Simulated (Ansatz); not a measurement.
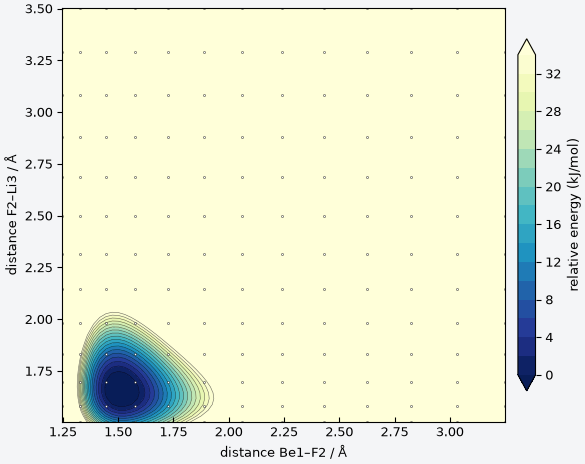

The system Be + FLi. 
- Coordinates scanned: (1) distance Be1–F2; (2) distance F2–Li3.
- Nothing is relaxed (the angle Be1–F2–Li3 is fixed at 180 degrees).
- The scan uses a 13 × 13 grid.
- Points are written as (first, second).
- Energies: kJ/mol, counted from the lowest grid point.
- The reference is spin-restricted, so regions where a bond is pulled apart into radicals lie too high.
- These are results of Ansatz, RKS wB97X-V/def2-TZVPD, not measurements.

The picture shows filled contours, dots at the grid points, one colour for all values above the top of the scale. Between grid points the surface is interpolated.

Estimate the position of the minimum and the force constants in these coordinates.

Answer. The interpolated minimum is at distance Be1–F2 ≈ 1.510 Å, distance F2–Li3 ≈ 1.655 Å. The curvatures there are about 12 eV/Å² and 10 eV/Å², with a cross term of about 1 eV/Å². Round the minimum the two coordinates are weakly coupled (coupling 0.09 in units of the two stiffnesses). (1 eV is 96.5 kJ/mol.)
